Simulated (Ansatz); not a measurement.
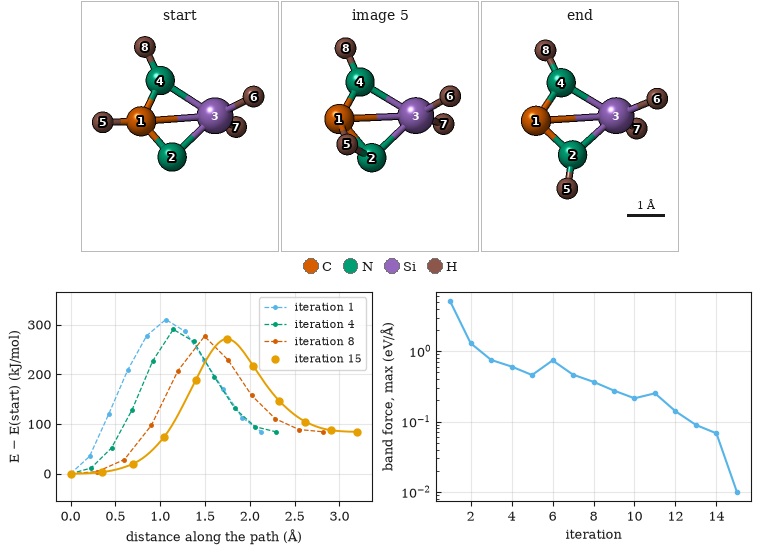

A nudged-elastic-band calculation for CH4N2Si. Images are numbered from 0 (start) to 10 (end). The plot follows the band through its iterations. The picture is a ball-and-stick view, seen at a tilt.

The calculation used Ansatz, RKS PBE-D4/def2-SVP.

Input file:
```yaml
crystal:
  periodic: [false, false, false]
  atoms:
    - { symbol: C, position_ang: [0.214477, -0.689848, -0.912189] }
    - { symbol: "N", position_ang: [1.29934, -0.636753, -0.173644] }
    - { symbol: Si, position_ang: [0.355313, 0.471754, 0.874351] }
    - { symbol: "N", position_ang: [-0.807744, 0.143738, -0.462386] }
    - { symbol: H, position_ang: [0.08964, -1.317925, -1.825057] }
    - { symbol: H, position_ang: [-0.071982, -0.059234, 2.211153] }
    - { symbol: H, position_ang: [0.793744, 1.90171, 1.002694] }
    - { symbol: H, position_ang: [-1.780687, 0.129458, -0.770623] }
basis:
  gaussian: { orbitals: def2-SVP }
hamiltonian:
  xc: pbe
  dispersion: d4
neb:
  order_check: false
  images: 9
  f_tol: 0.05
  max_iterations: 60
  initial_path: linear
  final_atoms:
    - { symbol: C, position_ang: [-0.42795844, -0.64060253, -1.24203273] }
    - { symbol: "N", position_ang: [0.78882699, -0.72290003, -0.58351632] }
    - { symbol: Si, position_ang: [0.2678857, 0.36214671, 0.71319036] }
    - { symbol: "N", position_ang: [-1.10729129, 0.21729983, -0.39063959] }
    - { symbol: H, position_ang: [1.56541345, -1.28072084, -0.9295175] }
    - { symbol: H, position_ang: [0.12680657, -0.20698792, 2.10162787] }
    - { symbol: H, position_ang: [0.94470923, 1.7035511, 0.83237258] }
    - { symbol: H, position_ang: [-2.06629121, 0.51111369, -0.55718569] }
```

Command:
```bash
ansatz run input.yaml --threads 1 --pin off --max-ram 2048MiB --backend cpu --events-out ev --progress --plain --runs-dir out
```

Did the band converge, and can the barrier be trusted?

Answer. The run is converged, with reservations. The band converged in 15 iterations. The largest component of the band force went from 5.1 to 0.01 eV/Å. The climbing image converged on the top of the path. Its curvatures weren't checked. The straight starting path can push atoms close together and costs iterations. The first iteration put the highest image at 310.5 kJ/mol. Forward barrier 271.5 kJ/mol, backward barrier 187.0 kJ/mol, with image 5 at the top; the reaction energy is +84.5 kJ/mol.

The run took 2.4 min on 1 thread of Intel(R) Xeon(R) 6975P-C (Granite Rapids), with other jobs on the host, peak memory 0.16 GiB.
